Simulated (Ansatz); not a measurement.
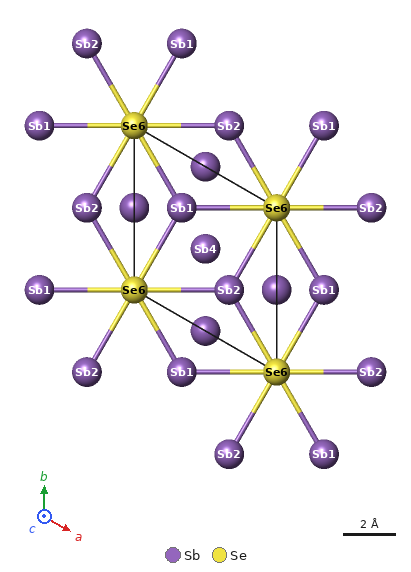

A crystal of Sb$_{5}$Se (a generated structure, set up in P6/mmm), before the relaxation. The picture is a ball-and-stick view of the cell of the calculation, seen along the c axis.

The calculation used Ansatz 0.2.0, DFT PBE, scalar-relativistic, plane waves, PAW.

Input
```yaml
crystal:
  lattice:
    - [6.42482731, 0.0, 0.0]
    - [-3.21241366, 5.56406367, 0.0]
    - [0.0, 0.0, 5.36631011]
  atoms:
    - { symbol: Sb, position: [0.33333333, 0.66666667, 0.0] }
    - { symbol: Sb, position: [0.66666667, 0.33333333, 0.0] }
    - { symbol: Sb, position: [0.5, 0.0, 0.5] }
    - { symbol: Sb, position: [0.5, 0.5, 0.5] }
    - { symbol: Sb, position: [0.0, 0.5, 0.5] }
    - { symbol: Se, position: [0.0, 0.0, 0.0] }
basis:
  ecutwfc: 420
kpoints:
  mp_grid: { grid: [6, 6, 8] }
hamiltonian:
  xc: pbe
scf:
  occupations: { method: gaussian, width: 0.1 }
output:
  forces: true
  stress: true
  eigenvalues: true
relax:
  adjacent_minimum: "off"
  f_tol: 0.01
  max_steps: 80
  cell: { stress_tol: 0.05 }
```

Launched with:
```bash
ansatz run input.yaml --threads 1 --pin off --max-ram 2560MiB --backend cpu --events-out ev --progress --plain --runs-dir out
```

Predict the outcome.

Over 4 accepted moves (5 points after the start) the energy falls by 0.405 eV per cell of the calculation. All forces vanish by symmetry, so only the cell relaxes. Pressure: −3.30 GPa at the start and 0.00 GPa at the end. The SCF was repeated once at an unchanged geometry on a basis and grid sized afresh for the cell, which shifted the energy by 2.7 meV per cell of the calculation at most. The atoms keep their places relative to the cell (all moves are under 0.005 Å). Cell: a = b 6.425 → 6.002 Å (−6.6 %), c 5.366 → 5.632 Å (+5.0 %). Volume −8.4 %. Some distances before and after: Sb1–Se6 3.709 → 3.465 Å. The space group stays P6/mmm (No. 191). Cost: 88 s on 1 thread of Intel(R) Xeon(R) Platinum 8488C (Sapphire Rapids), with other jobs on the host, peak memory 0.67 GiB.

The structure at the end:

```
Sb Se
1.0
     6.00217    0.00000    0.00000
    -3.00109    5.19803    0.00000
     0.00000    0.00000    5.63217
Sb Se
5 1
Direct
  0.33333 0.66667 0.00000
  0.66667 0.33333 0.00000
  0.50000 0.00000 0.50000
  0.50000 0.50000 0.50000
  0.00000 0.50000 0.50000
  0.00000 0.00000 0.00000
```

The end point in the same view:

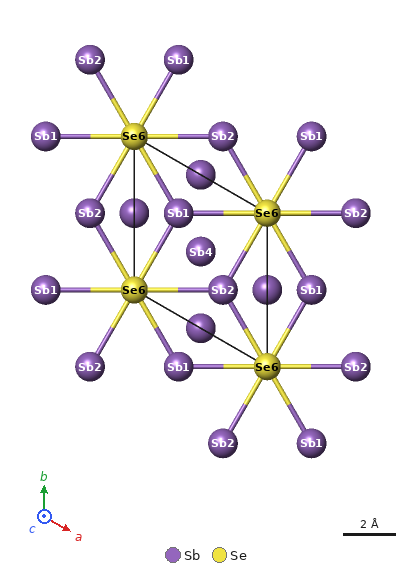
